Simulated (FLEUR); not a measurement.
# Fixed-spin-moment curve of TiCo with FLEUR, part 2 of 2

Aim: the energy of TiCo as a function of its total spin moment.

FLEUR MaX-R8.1; PBE; all-electron FLAPW, Dirac cores, scalar-relativistic bands.

So far, magnetization (μB): step 2 (unconstrained state) 0.852.

### 4. Moment fixed at 0.907 μB

Two Fermi energies hold the total moment; the run starts from the free run's density.

Input file inp.xml:

```
<?xml version="1.0" encoding="UTF-8" standalone="no"?>
<fleurInput fleurInputVersion="0.39">
   <comment>
      TiCo
   </comment>
   <calculationSetup>
      <cutoffs Kmax="3.6" Gmax="10.8" GmaxXC="10.8" numbands="0"/>
      <scfLoop itmax="120" minDistance="0.00002" maxIterBroyd="15" imix="Anderson" alpha="0.05" precondParam="0.0" spinf="2.0" sdNocoIR="T"/>
      <coreElectrons ctail="T" frcor="F" kcrel="0" coretail_lmax="0"/>
      <xcFunctional name="pbe" relativisticCorrections="F"/>
      <magnetism jspins="2" fixed_moment="0.907"/>
      <soc l_soc="F" theta="0.0" phi="0.0" spav="F"/>
      <expertModes spex="0" secvar="F"/>
      <geometryOptimization l_f="F" forcealpha="1.0" forcemix="BFGS" epsdisp="0.00001" epsforce="0.00001"/>
      <ldaU l_linMix="F" mixParam="0.05" spinf="1.0"/>
   </calculationSetup>
   <cell>
      <bzIntegration valenceElectrons="29.0" mode="hist" fermiSmearingEnergy="0.00183747">
         <kPointListSelection listName="default-1"/>
         <xi:include xmlns:xi="http://www.w3.org/2001/XInclude" href="kpts.xml"> </xi:include>
      </bzIntegration>
      <xi:include xmlns:xi="http://www.w3.org/2001/XInclude" href="sym.xml"> </xi:include>
      <bulkLattice scale="1.0">
         <bravaisMatrix>
            <row-1>    5.6429319487581688     0.0000000000000000     0.0000000000000000</row-1>
            <row-2>    0.0000000000000000     5.6429319487581688     0.0000000000000000</row-2>
            <row-3>    0.0000000000000000     0.0000000000000000     5.6429319487581688</row-3>
         </bravaisMatrix>
      </bulkLattice>
   </cell>
   <atomSpecies>
      <species name="Titanium (Ti)" element="Ti" atomicNumber="22">
         <mtSphere radius="2.38" gridPoints="787" logIncrement="0.015"/>
         <atomicCutoffs lmax="8" lnonsphr="6"/>
         <electronConfig flipSpins="F">
            <coreConfig>(1s1/2) (2s1/2) (2p1/2) (2p3/2)</coreConfig>
            <valenceConfig>(3s1/2) (3p1/2) (3p3/2) (4s1/2) (3d3/2) (3d5/2)</valenceConfig>
            <stateOccupation state="(3d3/2)" spinUp="0.400000" spinDown="0.400000"/>
            <stateOccupation state="(3d5/2)" spinUp="0.600000" spinDown="0.600000"/>
         </electronConfig>
         <energyParameters s="4" p="4" d="3" f="4"/>
         <lo type="SCLO" l="0" n="3" eDeriv="0"/>
         <lo type="SCLO" l="1" n="3" eDeriv="0"/>
      </species>
      <species name="Cobalt (Co2.000" element="Co" atomicNumber="27">
         <mtSphere radius="2.38" gridPoints="787" logIncrement="0.016"/>
         <atomicCutoffs lmax="8" lnonsphr="6"/>
         <electronConfig flipSpins="F">
            <coreConfig>(1s1/2) (2s1/2) (2p1/2) (2p3/2)</coreConfig>
            <valenceConfig>(3s1/2) (3p1/2) (3p3/2) (4s1/2) (3d3/2) (3d5/2)</valenceConfig>
            <stateOccupation state="(3d3/2)" spinUp="1.5" spinDown="1.3"/>
            <stateOccupation state="(3d5/2)" spinUp="3.0" spinDown="1.2"/>
         </electronConfig>
         <energyParameters s="4" p="4" d="3" f="4"/>
         <lo type="SCLO" l="0" n="3" eDeriv="0"/>
         <lo type="SCLO" l="1" n="3" eDeriv="0"/>
      </species>
   </atomSpecies>
   <atomGroups>
      <atomGroup species="Titanium (Ti)">
         <relPos label="                   1">.0000000000 .0000000000 .0000000000</relPos>
         <force calculate="T" relaxXYZ="TTT"/>
      </atomGroup>
      <atomGroup species="Cobalt (Co2.000">
         <relPos label="                   2">1.000/2.000 1.000/2.000 1.000/2.000</relPos>
         <force calculate="T" relaxXYZ="TTT"/>
      </atomGroup>
   </atomGroups>
   <output dos="F" band="F" slice="F">
      <bandDOS minEnergy="-.5*Htr" maxEnergy="0.5*Htr" sigma="0.015" storeEVData="T"/>
      <plotting iplot="0" polar="F">
         <plot TwoD="T" vec1="  1.0  0.0  0.0" vec2="  0.0  1.0  0.0" vec3="  0.0  0.0  1.0" zero="  0.0  0.0  0.0" file="plot"/>
      </plotting>
      <moessbauerParams electricFieldGradient="F" isomerShift="F" coreHyperfine="F" valenceHyperfine="F"/>
   </output>
</fleurInput>
```

Started as:

```sh
> OMP_NUM_THREADS=1 mpirun -n 4 fleur_MPI > fleur.log
```

Output:

```text
[banner, memory and clock lines left out]
Welcome to FLEUR        (www.flapw.de)
      MaX-Release 8.1          (www.max-centre.eu)

 ========== k-point set info ==========
 Selected k-point list: default-1
 k-point list type: mesh
 12 x 12 x 12
 Number of k points: 84

 [... set-up left out ...]
 Iteration:     1   Distance:       0.77223242 me/bohr^3
 Iteration:     2   Distance:       0.71470706 me/bohr^3
 Iteration:     3   Distance:       0.63199769 me/bohr^3
 Iteration:     4   Distance:       0.06551531 me/bohr^3
 Iteration:     5   Distance:       0.04776617 me/bohr^3
 Iteration:     6   Distance:       0.04238987 me/bohr^3
 Iteration:     7   Distance:       0.02334489 me/bohr^3
 Iteration:     8   Distance:       0.01120857 me/bohr^3
 Iteration:     9   Distance:       0.00579368 me/bohr^3
 Iteration:    10   Distance:       0.00149673 me/bohr^3
 Iteration:    11   Distance:       0.00344486 me/bohr^3
 Iteration:    12   Distance:       0.00282398 me/bohr^3
 Iteration:    13   Distance:       0.00014747 me/bohr^3
 Iteration:    14   Distance:       0.00021660 me/bohr^3
 Iteration:    15   Distance:       0.00002024 me/bohr^3
 Iteration:    16   Distance:       0.00000885 me/bohr^3

 ********************************************************************
 Run finished successfully
 Stop message:
   all done
 ********************************************************************

--- out.xml (last complete iteration) ---
<iteration numberForCurrentRun="   16" overallNumber="   49">
         [... left out ...]
         <bandgap value="0.0177443715" units="eV"/>
         <sumValenceSingleParticleEnergies value="-11.0322230485" units="Htr"/>
         <bandgap value="0.0074373206" units="eV"/>
         <sumValenceSingleParticleEnergies value="-22.1016217544" units="Htr"/>
         <FermiEnergy value="0.3625619682" units="Htr"/>
         <FixedTotalMoment fermiEnergyUp="0.3642651829" fermiEnergyDown="0.3625619682" units="Htr"/>
         [... left out ...]
         <magneticMomentsInMTSpheres units="muBohr">
            <globalMagMoment atomType="1" vec="0.00000   0.00000  -0.00914"/>
            <globalMagMoment atomType="2" vec="0.00000   0.00000   0.97110"/>
         </magneticMomentsInMTSpheres>
         [... left out ...]
         <totalEnergy value="    -2247.3228820918" units="Htr">
            <sumOfEigenvalues value="    -1299.1868954518">
               <coreElectrons value="-1277.0852736974"/>
               <valenceElectrons value="-22.1016217544"/>
            </sumOfEigenvalues>
         [... left out ...]
            <freeEnergy value="-2247.3234675892"/>
            <extrapolationTo0K value="-2247.3231748405"/>
         </totalEnergy>
         <densityConvergence units="me/bohr^3">
            <chargeDensity spin="1" distance="0.0000051587"/>
            <chargeDensity spin="2" distance="0.0000046200"/>
            <overallChargeDensity distance="0.0000041908"/>
            <spinDensity distance="0.0000088516"/>
         </densityConvergence>
      </iteration>
```

The job ended after 17 s (4 MPI ranks of Intel Xeon Platinum 8259CL at 2.50GHz (Skylake/Cascade Lake), shared host; peak memory 0.23 GiB; 66 s of CPU time).

This step gave:

- magnetization: 0.907 μB

Its energy lies +0.4 meV a cell from the free run's.

### 5. Moment fixed at 0.726 μB

inp.xml, as its differences from that of step 4:

```diff
@@ -10,3 +10,3 @@
       <xcFunctional name="pbe" relativisticCorrections="F"/>
-      <magnetism jspins="2" fixed_moment="0.907"/>
+      <magnetism jspins="2" fixed_moment="0.726"/>
       <soc l_soc="F" theta="0.0" phi="0.0" spav="F"/>
```

Output:

```text
[banner, memory and clock lines left out]
Welcome to FLEUR        (www.flapw.de)
      MaX-Release 8.1          (www.max-centre.eu)

 ========== k-point set info ==========
 Selected k-point list: default-1
 k-point list type: mesh
 12 x 12 x 12
 Number of k points: 84

 [... set-up left out ...]
 Iteration:     1   Distance:       1.83423099 me/bohr^3
 Iteration:     2   Distance:       1.67089977 me/bohr^3
 Iteration:     3   Distance:       1.50231683 me/bohr^3
 Iteration:     4   Distance:       0.18399661 me/bohr^3
 Iteration:     5   Distance:       0.12266287 me/bohr^3
[...]
<sumOfEigenvalues value="    -1299.1708282104">
               <coreElectrons value="-1277.0821726055"/>
               <valenceElectrons value="-22.0886556049"/>
            </sumOfEigenvalues>
         [... left out ...]
            <freeEnergy value="-2247.3233877887"/>
            <extrapolationTo0K value="-2247.3230593792"/>
         </totalEnergy>
         <densityConvergence units="me/bohr^3">
            <chargeDensity spin="1" distance="0.0000085382"/>
            <chargeDensity spin="2" distance="0.0000084754"/>
            <overallChargeDensity distance="0.0000074621"/>
            <spinDensity distance="0.0000152899"/>
         </densityConvergence>
      </iteration>
```

The job ended after 19 s (4 MPI ranks; peak memory 0.23 GiB).

Read from the output:

```
magnetization : 0.726 μB
```

Its energy lies +2.6 meV a cell from the free run's.

### 6. Moment fixed at 1.089 μB

inp.xml, as its differences from that of step 5:

```diff
@@ -10,3 +10,3 @@
       <xcFunctional name="pbe" relativisticCorrections="F"/>
-      <magnetism jspins="2" fixed_moment="0.726"/>
+      <magnetism jspins="2" fixed_moment="1.089"/>
       <soc l_soc="F" theta="0.0" phi="0.0" spav="F"/>
```

Output:

```text
[banner, memory and clock lines left out]
Welcome to FLEUR        (www.flapw.de)
      MaX-Release 8.1          (www.max-centre.eu)

 ========== k-point set info ==========
 Selected k-point list: default-1
 k-point list type: mesh
 12 x 12 x 12
 Number of k points: 84

 [... set-up left out ...]
 Iteration:     1   Distance:       2.83205223 me/bohr^3
 Iteration:     2   Distance:       2.66826224 me/bohr^3
 Iteration:     3   Distance:       2.04185635 me/bohr^3
 Iteration:     4   Distance:       0.26185931 me/bohr^3
 Iteration:     5   Distance:       0.15096979 me/bohr^3
[...]
<sumOfEigenvalues value="    -1299.1647880518">
               <coreElectrons value="-1277.0724748392"/>
               <valenceElectrons value="-22.0923132126"/>
            </sumOfEigenvalues>
         [... left out ...]
            <freeEnergy value="-2247.3226158509"/>
            <extrapolationTo0K value="-2247.3223231449"/>
         </totalEnergy>
         <densityConvergence units="me/bohr^3">
            <chargeDensity spin="1" distance="0.0000189778"/>
            <chargeDensity spin="2" distance="0.0000037951"/>
            <overallChargeDensity distance="0.0000187176"/>
            <spinDensity distance="0.0000199693"/>
         </densityConvergence>
      </iteration>
```

The job ended after 22 s (4 MPI ranks; peak memory 0.21 GiB).

Read from the output:

* magnetization: 1.089 μB

Its energy lies +23.6 meV a cell from the free run's.

### 7. E(M)

The other moments were run in the same way.

Table of energy over the lowest by total spin moment:

```
total spin moment (μB a cell)  energy over the lowest (meV a cell)
                        0.000                                 43.8
                        0.181                                 39.4
                        0.363                                 27.3
                        0.544                                 12.6
                        0.726                                 2.60
                        0.851                                    0
                        0.907                                0.429
                        1.089                                 23.6
                        1.270                                 81.0
                        1.451                                  165
```

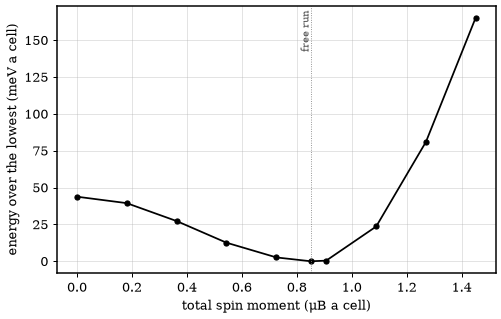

Energy over the lowest against total spin moment.

The moment, largest sphere moment by total spin moment:

```
total spin moment (μB a cell)  moment, largest sphere moment (μB)
                        0.000                                   0
                        0.181                               0.289
                        0.363                               0.552
                        0.544                               0.737
                        0.726                               0.867
                        0.851                               0.942
                        0.907                               0.971
                        1.089                                1.02
                        1.270                                1.09
                        1.451                                1.17
```

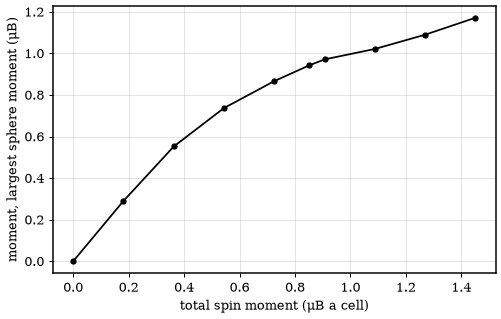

Moment, largest sphere moment, plotted against total spin moment.

### 8. Summary of results

| Quantity | Value |
| --- | --- |
| moment of the free run | 0.851 μB a cell |
| moment of the lowest point | 0.851 μB a cell |
| energy of the spinless run | 43.8 meV a cell over the lowest |

The lowest point lies 43.8 meV a cell under the spinless run, in free energy at a smearing of 0.05 eV. The point at zero is the spinless run. Opposed orders, which also have no total moment, were not run.

[Logs and program files are shortened in this print: banners, set-up blocks, solver, clock and traceback lines can be left out without a mark of their own.]

[Logs are printed without paths, hosts, clocks, repeated set-up lines and the standing remarks that a program may print on its own settings, such as how far it seeks lower states.]

[Hosts, paths, dates, database ids (printed as entryN), source tags and the programs' standing remarks are cut or masked in the printed files.]

[Where a cell is said to come from a database of computed structures, the database is the Materials Project.]
